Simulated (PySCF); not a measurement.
# One shape, several levels: BSiPNH7 (SMILES B[SiH](N)P)

We compute a comparison of 6 runs (HF/STO-3G, HF/3-21G, HF/6-31G*, HF/6-31+G*, HF/6-311+G**, HF/6-311++G(2d,2p)) of BSiPNH7. Input form: a Python script.

The calculation is run with PySCF 2.14.0.

## Step 1: The molecule

BSiPNH7 has 11 atoms, charge 0, and is taken as a singlet. SMILES: `B[SiH](N)P`. The shape is that of a PBE0-D4/def2-TZVP optimisation. This is one conformer, not always the lowest.

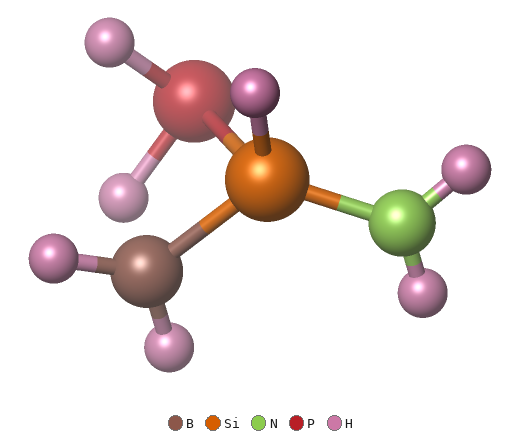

Viewed from a chosen angle; boron brown, silicon orange, nitrogen green, phosphorus red, hydrogen pink.

## Step 2: The energy at HF/STO-3G (run 1)

The input, run.py:

```python
from pyscf import gto

mol = gto.M(
    atom='''
B   -0.717700   1.155300  -0.314300
Si   0.636300   0.006700   0.458100
N    0.333700  -0.927900   1.853000
P   -0.044900  -0.869600  -1.577100
H   -0.423900   2.084400  -1.004000
H   -1.860600   0.969700  -0.002300
H    2.093700   0.222400   0.316800
H    0.899300  -1.723500   2.097700
H   -0.598700  -0.999200   2.224700
H    0.865800  -0.088000  -2.333900
H   -1.117400   0.112700  -1.698200
''',
    max_memory=1860,
    verbose=4,
    basis='sto-3g',
)

hf = mol.RHF()
hf.conv_tol = 1e-10
hf.kernel()
if not hf.converged:
    hf = hf.newton().run(hf.mo_coeff, hf.mo_occ)

energy = hf.e_tot
print('E(%s) = %.9f' % ('HF', energy))
```

On the command line:

```bash
OMP_NUM_THREADS=1 python run.py
```

Log:

```text
PySCF version 2.14.0

[... 65 lines left out ...]
converged SCF energy = -704.664863744274
E(HF) = -704.664863744
```

Run time: 0.97 s. Hardware: 1 thread of Arm Neoverse V1, shared host; peak memory 0.12 GiB.

## Step 3: The energy at HF/3-21G (run 2)

The input, calc.py:

```python
# B[SiH](N)P
from pyscf import gto

system = gto.M(
    atom='''
B   -0.717700   1.155300  -0.314300
Si   0.636300   0.006700   0.458100
N    0.333700  -0.927900   1.853000
P   -0.044900  -0.869600  -1.577100
H   -0.423900   2.084400  -1.004000
H   -1.860600   0.969700  -0.002300
H    2.093700   0.222400   0.316800
H    0.899300  -1.723500   2.097700
H   -0.598700  -0.999200   2.224700
H    0.865800  -0.088000  -2.333900
H   -1.117400   0.112700  -1.698200
''',
    basis='3-21g',
    charge=0,
    spin=0,
    max_memory=1860,
    verbose=3,
)

myscf = system.RHF()
myscf.conv_tol = 1e-10
myscf.kernel()
if not myscf.converged:
    myscf = myscf.newton().run(myscf.mo_coeff, myscf.mo_occ)

energy = myscf.e_tot
print(f'total energy: {energy:.8f} hartree')
```

On the command line:

```bash
OMP_NUM_THREADS=1 python calc.py
```

Log:

```text
converged SCF energy = -709.107475224498
total energy: -709.10747522 hartree
```

Run time: 1.1 s. Hardware: 1 thread of Arm Neoverse V1, shared host; peak memory 0.13 GiB.

Runs 3 to 5 aren't shown in full; the table further down has their settings and results.

## Step 4: A single-point energy at HF/6-311++G(2d,2p) (run 6)

The input, input.py:

```python
from pyscf import gto

mol = gto.M(
    atom='''
B       -0.717700       1.155300      -0.314300
Si       0.636300       0.006700       0.458100
N        0.333700      -0.927900       1.853000
P       -0.044900      -0.869600      -1.577100
H       -0.423900       2.084400      -1.004000
H       -1.860600       0.969700      -0.002300
H        2.093700       0.222400       0.316800
H        0.899300      -1.723500       2.097700
H       -0.598700      -0.999200       2.224700
H        0.865800      -0.088000      -2.333900
H       -1.117400       0.112700      -1.698200
''',
    spin=0,
    basis='6-311++g(2d,2p)',
    max_memory=1860,
    verbose=3,
)

mf = mol.RHF()
mf.conv_tol = 1e-10
mf.kernel()
if not mf.converged:
    mf = mf.newton().run(mf.mo_coeff, mf.mo_occ)

energy = mf.e_tot
print('E = %.10f Eh' % energy)
```

On the command line:

```bash
OMP_NUM_THREADS=1 python input.py
```

Log:

```text
converged SCF energy = -712.905661812088
E = -712.9056618121 Eh
```

It took 20 s on 1 thread of Arm Neoverse V1, shared host; peak memory 1.5 GiB.

## Step 5: Overview of the runs

```csv
run,level,energy (Eh),dipole moment (D),HOMO energy (eV),LUMO energy (eV),wall time
1,HF/STO-3G,-704.664864,1.44,-6.06,8.41,0.97 s
2,HF/3-21G,-709.107475,1.92,-8.83,3.05,1.1 s
3,HF/6-31G* (spherical functions),-712.808809,1.81,-8.77,3.21,2 s
4,HF/6-31+G* (spherical functions),-712.813975,1.65,-8.86,1.53,3.3 s
5,HF/6-311+G**,-712.893176,1.52,-8.85,1.47,7.5 s
6,"HF/6-311++G(2d,2p)",-712.905662,1.62,-8.84,1.11,20 s
```

## Step 6: Results

```
            quantity          value
 run 6: total energy  -712.90566 Eh
run 6: dipole moment         1.62 D
  run 6: HOMO energy       -8.84 eV
  run 6: LUMO energy        1.11 eV
run 6: HOMO–LUMO gap        9.95 eV
```

The dipole moment (its size) runs from 1.44 D (HF/STO-3G) to 1.92 D (HF/3-21G). The HOMO–LUMO gap runs from 9.95 eV (HF/6-311++G(2d,2p)) to 14.47 eV (HF/STO-3G). In run 1 the basis is minimal, so the values are rough. All runs together took 35 s, the longest 20 s.
